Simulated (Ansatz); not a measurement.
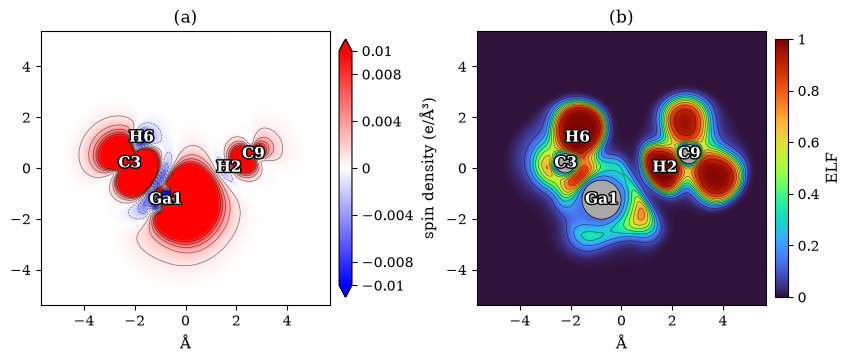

The picture shows: CH4GaO···CH4 (doublet). (a) spin density; (b) ELF on the plane of atoms Ga1, C3 and H6. Grey discs cover the atomic cores in the ELF map.

Computed with UKS PBE/def2-SVP (Ansatz).

```json
{"atom": "Ga", "x (Å)": "0.0224", "y (Å)": "-0.7600", "z (Å)": "-0.3578"}
{"atom": "H", "x (Å)": "0.0120", "y (Å)": "-0.2474", "z (Å)": "2.3667"}
{"atom": "C", "x (Å)": "1.7398", "y (Å)": "-0.0167", "z (Å)": "-1.1265"}
{"atom": "H", "x (Å)": "2.3221", "y (Å)": "-0.8475", "z (Å)": "-1.5780"}
{"atom": "H", "x (Å)": "1.4551", "y (Å)": "0.7218", "z (Å)": "-1.9057"}
{"atom": "H", "x (Å)": "2.3487", "y (Å)": "0.4668", "z (Å)": "-0.3362"}
{"atom": "O", "x (Å)": "-1.4468", "y (Å)": "-0.0962", "z (Å)": "-1.2245"}
{"atom": "H", "x (Å)": "-2.2966", "y (Å)": "-0.4708", "z (Å)": "-0.9231"}
{"atom": "C", "x (Å)": "0.0134", "y (Å)": "0.0338", "z (Å)": "3.4437"}
{"atom": "H", "x (Å)": "-0.6020", "y (Å)": "-0.6950", "z (Å)": "4.0065"}
{"atom": "H", "x (Å)": "1.0516", "y (Å)": "0.0132", "z (Å)": "3.8250"}
{"atom": "H", "x (Å)": "-0.4080", "y (Å)": "1.0511", "z (Å)": "3.5641"}
```

What does the map show?

The section cuts through Ga, H and C sites. Ga1···H2 (2.77 Å): the ELF dips to about 0.10 between them. C–Ga (2.02 Å): the ELF peaks at about 0.90 in the valence shell of C, 0.7 Å from its nucleus, and is about 0.55 at the midpoint. C–H (1.11 Å): the ELF climbs to about 1 towards the hydrogen, as it does in any bond to H; an ordinary covalent bond to hydrogen. The unpaired spin (1 electron) lies mostly on Ga1 (about 0.6), C3 (about 0.2) and O7 (about 0.1), in electrons by Hirshfeld's partition.
